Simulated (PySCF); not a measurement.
Run report: C3H9AlO2, excited-state calculation

The run: excited-state calculation of C3H9AlO2. Method and program: TDDFT PBE0/def2-SVPD, vertical, gas phase, core orbitals frozen in the response (PySCF 2.14.0).

The geometry comes from this level: GFN2-xTB.

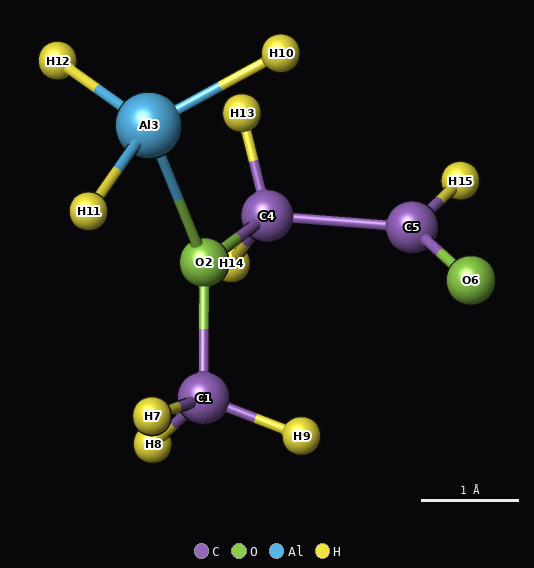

Figure 1. The structure as given in the input (ball-and-stick view, seen at a tilt; atoms are numbered from 1 in the order of the input). Sticks mark near contacts. Bond lengths as drawn: Al–H 1.57 to 1.59 Å, Al–O 1.88 Å, C–C 1.51 Å, C–H 1.09 to 1.11 Å and C–O 1.19 to 1.42 Å.

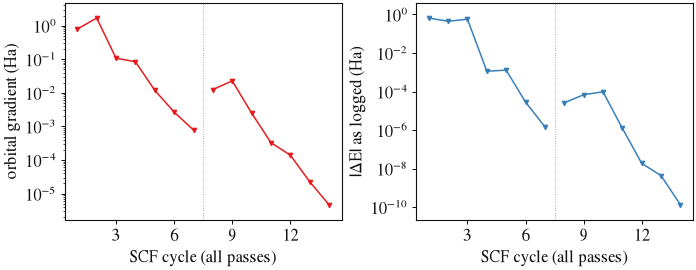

Figure 2. Convergence of the self-consistent field: orbital gradient and size of the energy change against the SCF cycle. The dotted line marks the change from a coarse to the final integration grid. The first 7 cycles use a coarse grid, the final grid takes over at cycle 8, and the field converges after 14 cycles in all.

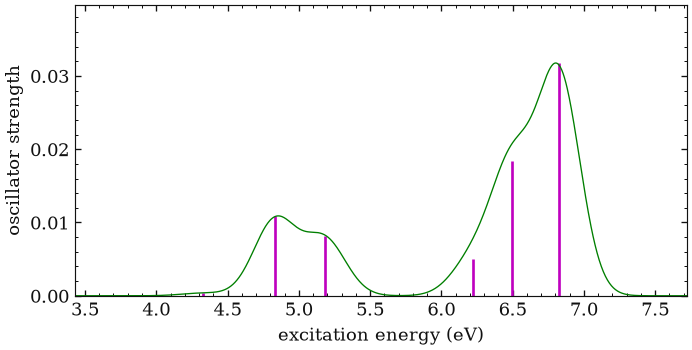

Figure 3. Computed excitations as sticks (degenerate states added up, dark ones marked on the axis), with a Gaussian envelope of 0.35 eV full width at half maximum, scaled to the tallest. Of the 6 states the lowest lies at 4.33 eV (f = 0.000); the strongest line is at 6.82 eV, or 182 nm (f = 0.032).

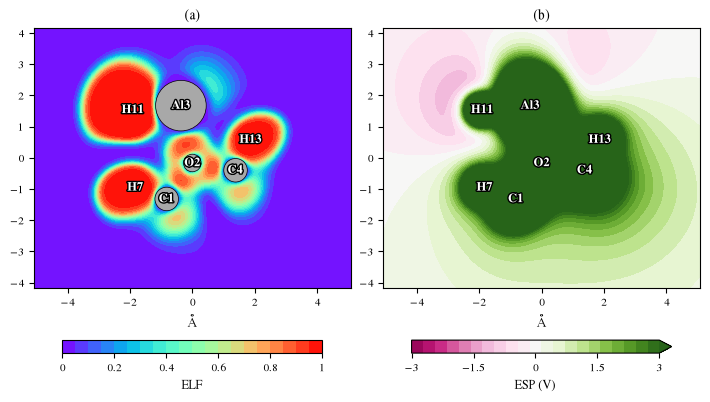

Figure 4. (a) ELF; (b) molecular electrostatic potential on the plane of atoms O2, C1 and H7. Grey discs, where drawn, cover atomic cores. Atoms in the plane: C, O, Al and H. Al–O (1.88 Å): the ELF peaks at about 0.90 in the valence shell of O, 0.6 Å from its nucleus, and is about 0.40 at the midpoint. Al–H (1.57 Å): the ELF climbs to about 1 towards the hydrogen.

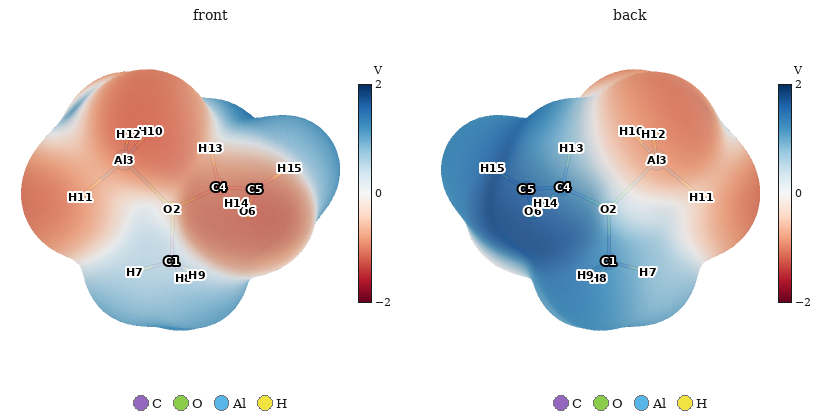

Figure 5. The electrostatic potential painted on the density surface at 0.001 e/bohr³, seen face on and from behind; red is negative and blue positive.

The input that produced these results follows, with the program's output.

### Input
```
{"job": {"kind": "uv", "xc": "PBE0", "basis": "def2-SVPD", "nstates": 6, "ntriplets": 2}, "charge": 0, "multiplicity": 1}
C     -1.129786    -1.075944    -0.579453
O     -0.474126     0.055064    -0.037743
Al    -0.800400     1.131880     1.466861
C      0.729044     0.424358    -0.661971
C      1.871595    -0.519299    -0.380524
O      1.779617    -1.552986     0.210515
H     -2.025146    -1.214323     0.024512
H     -1.410555    -0.890507    -1.620578
H     -0.501683    -1.965237    -0.510827
H      0.527389     0.879172     2.276686
H     -2.142876     0.435335     1.887523
H     -0.837681     2.511689     0.683218
H      0.980611     1.408328    -0.243006
H      0.596339     0.535400    -1.747453
H      2.833244    -0.154940    -0.789671
```

The first line tells a small driver script what to run in PySCF; the rest is the geometry in Å.

Command:
```bash
OMP_NUM_THREADS=1 python <driver script> task.json out
```

### Log
```
coarse grid: 12640 points
cycle   1  E = -511.6630436727  dE =  6.560e-01  |g| = 7.911e-01  |ddm| = 5.044e+00
cycle   2  E = -511.2206288148  dE =  4.424e-01  |g| = 1.693e+00  |ddm| = 2.762e+00
cycle   3  E = -511.7931739490  dE = -5.725e-01  |g| = 1.071e-01  |ddm| = 2.014e+00
cycle   4  E = -511.7943112500  dE = -1.137e-03  |g| = 8.465e-02  |ddm| = 2.017e-01
cycle   5  E = -511.7955927198  dE = -1.281e-03  |g| = 1.187e-02  |ddm| = 8.341e-02
cycle   6  E = -511.7956208091  dE = -2.809e-05  |g| = 2.674e-03  |ddm| = 2.043e-02
cycle   7  E = -511.7956222868  dE = -1.478e-06  |g| = 7.802e-04  |ddm| = 5.474e-03
final grid: 116280 points
cycle   8  E = -511.8787411471  dE = -2.589e-05  |g| = 1.250e-02  |ddm| = 1.180e-01
cycle   9  E = -511.8786731237  dE =  6.802e-05  |g| = 2.275e-02  |ddm| = 3.165e-02
cycle  10  E = -511.8787698897  dE = -9.677e-05  |g| = 2.493e-03  |ddm| = 2.079e-02
cycle  11  E = -511.8787711182  dE = -1.229e-06  |g| = 3.278e-04  |ddm| = 2.608e-03
cycle  12  E = -511.8787711367  dE = -1.850e-08  |g| = 1.394e-04  |ddm| = 5.467e-04
cycle  13  E = -511.8787711410  dE = -4.265e-09  |g| = 2.257e-05  |ddm| = 2.192e-04
cycle  14  E = -511.8787711411  dE = -1.311e-10  |g| = 4.634e-06  |ddm| = 5.393e-05
converged SCF energy = -511.8787711411

Static polarisability (au): isotropic 75.347, principal 69.929 75.643 80.468

Singlet excitations
state   eV       nm        f      main configurations
  1   4.3289    286.4   0.00039   H-2->L 0.86
  2   4.8337    256.5   0.01092   H->L 0.91, H-2->L 0.08
  3   5.1804    239.3   0.00809   H-1->L 0.94
  4   6.2194    199.4   0.00498   H->L+1 0.85, H->L+2 0.13
  5   6.4964    190.9   0.01833   H-1->L+1 0.83, H-1->L+2 0.14
  6   6.8236    181.7   0.03176   H->L+2 0.85, H->L+1 0.12

Triplet excitations (Tamm-Dancoff, eV): 3.6983 4.7689
```

### Summary

- outcome: converged
- total energy: −511.878771 hartree
- HOMO: −7.37 eV
- LUMO: −1.59 eV
- dipole moment: 5.12 D
- mean polarisability: 75.35 a.u.
- lowest singlet excitation: 4.33 eV
- hardware: 1 CPU thread, shared host
- wall time: 29 s
- peak memory: 0.83 GiB
